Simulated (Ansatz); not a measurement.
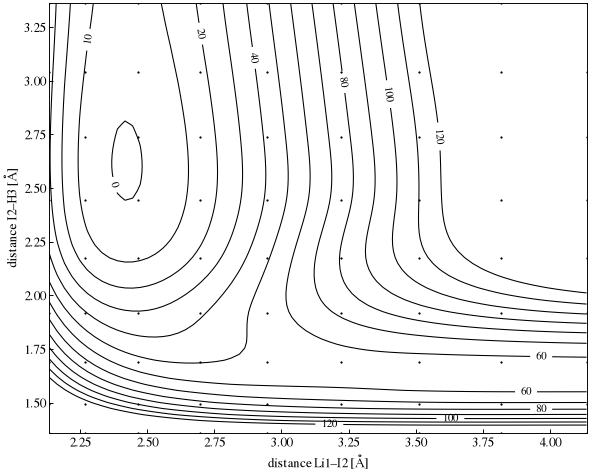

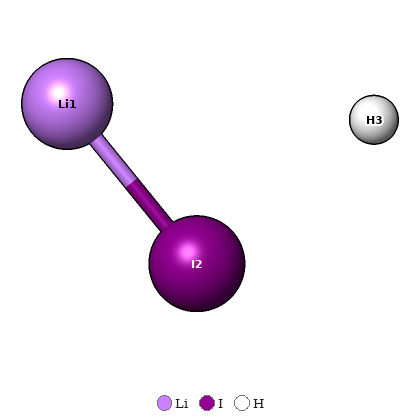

Energy landscape of the system Li + IH, spin multiplicity 2. The first coordinate is: distance Li1–I2; the second: distance I2–H3. Nothing is relaxed (the angle Li1–I2–H3 is fixed at 90 degrees). The scan uses a 9 × 9 grid. Points are written as (first, second). All energies are given in kJ/mol relative to the lowest grid point. All numbers below come from Ansatz 0.2.0, UKS r2SCAN-D4/def2-SVPD.

In the figure: contour lines labelled in kJ/mol (none above 120), dots at the grid points. Between grid points the surface is interpolated. The second picture is the structure at the lowest point.

**What does the map say about the system?**

The lowest grid point is at (2.466 Å, 2.736 Å). The highest grid point, (2.136 Å, 1.360 Å), lies 255 kJ/mol above the lowest. On the interpolated surface the lowest path from the side where the first distance is long, about (3.94 Å, 1.64 Å), to the well on the other side, about (2.42 Å, 2.62 Å), has its top at about (3.29 Å, 1.65 Å), about 1.1 kJ/mol above the start and 57 kJ/mol above the end.

Each point was launched as `ansatz run input.yaml --threads 1 --pin off --max-ram 2560MiB --backend cpu --events-out ev --progress --plain --runs-dir out`. Time for the 81 points that were run: 9.9 min on 1 thread of Arm Neoverse V1, with other jobs on the host.
